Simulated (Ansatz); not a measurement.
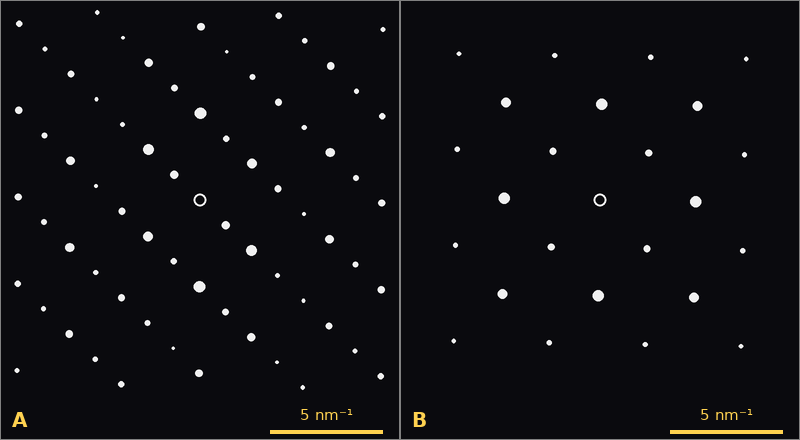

Kinematic electron diffraction patterns (200 kV, B = 0.5 Å², same scale, each along a low-index zone) of two structures of composition KGe2, each relaxed at zero pressure with Ansatz, DFT PBE, scalar-relativistic, plane waves, PAW.

The structures (standard cells):
1. R-3m (No. 166), a = 4.113 Å, c = 18.475 Å (hexagonal axes), 9 atoms; generated start, possibly hypothetical
2. P4/nmm (No. 129), a = 4.641 Å, c = 7.800 Å, 6 atoms; generated start, possibly hypothetical

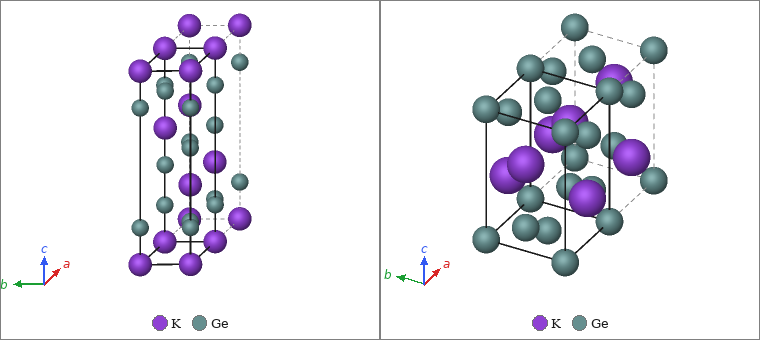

Drawings of the structures 1 to 2, from left to right (each may span several cells).

Which pattern belongs to which structure, and along which zone?

Answer. A is structure 1 along [100] or an equivalent direction: oblique net of 0 0 3 at d = 6.16 Å and 0 -1 1 at d = 3.50 Å, 79.1° apart. B is structure 2 along [001]: square net of 1 -1 0 at d = 3.28 Å and 1 1 0 at d = 3.28 Å, 90.0° apart (some points of this net are extinct or too weak to see).

Which structure lies lowest at this level of theory, and by how much?

Answer. Structure 2 (P4/nmm, 28.00 Å³ an atom) is the lowest of these; structure 1 (R-3m, 30.07 Å³ an atom) lies about 53 meV an atom higher. These are static energies at 0 K; other structures, not shown, may lie lower still.
